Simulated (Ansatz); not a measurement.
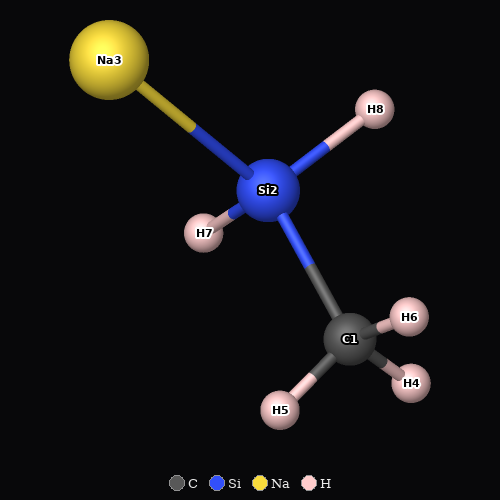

The system is CH₅NaSi (SMILES C[SiH2][Na]) with the probe H2; the picture shows it without the atoms that are moved over the map. The probe is moved over a plane parallel to the molecule's main plane, 2.88 Å above it. Coordinates scanned: (1) x of the probe's H atom; (2) y of the probe's H atom. Nothing is relaxed (molecule and probe rigid, the probe upright with H nearest the plane). The scan uses a 21 × 17 grid. Points are written as (first, second). All energies are given in kJ/mol relative to the lowest grid point. The calculation used RKS PBE-D4/def2-SVPD in Ansatz.

Range: x of the probe's H atom from −4.10 to 4.10 Å; y of the probe's H atom from −3.28 to 3.28 Å.

Q: Predict the map.

A: The lowest grid point is at (−0.41 Å, 0.41 Å). The highest grid point, (0.41 Å, −1.64 Å), lies 7.15 kJ/mol above the lowest. Near the minimum the curvatures are about 0.01 and 0.058 eV/Å² along the soft and the stiff direction.

```tsv
y of the probe's H atom ↓, x of the probe's H atom →	−3.69	−2.87	−2.05	−1.23	−0.41	0.41	1.23	2.05	2.87	3.69
2.87	5.73	5.40	5.08	4.78	4.49	4.19	4.05	4.17	4.63	5.41
2.05	5.26	4.82	4.27	3.61	2.99	2.78	3.25	3.70	3.97	4.67
1.23	4.93	4.41	3.55	2.33	1.28	1.46	3.01	3.84	3.75	4.19
0.41	4.77	4.12	2.91	1.02	0.00	0.58	1.94	2.92	3.12	3.96
−0.41	4.70	3.84	2.27	0.43	0.78	2.67	2.61	1.98	2.64	4.07
−1.23	4.81	3.81	2.18	0.97	3.00	6.41	5.14	2.77	3.04	4.50
−2.05	5.21	4.29	2.95	2.02	3.71	6.32	5.06	3.32	3.74	5.08
−2.87	5.78	5.13	4.22	3.31	3.31	3.69	3.35	3.45	4.49	5.65
```

The table holds every second grid line.

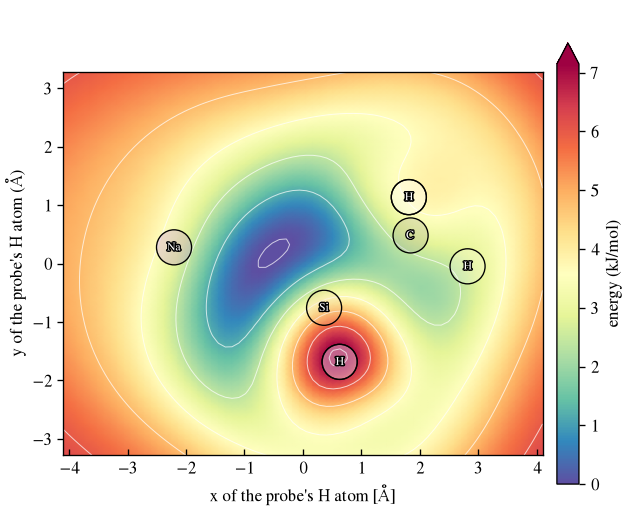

The picture shows a smooth colour map with a few white contour lines, labelled circles for the molecule's atoms, projected on the plane, one colour for all values above the top of the scale. Between grid points the surface is interpolated.

The whole map (357 points run) took 26 min on 1 thread of Arm Neoverse V2 (shared host).
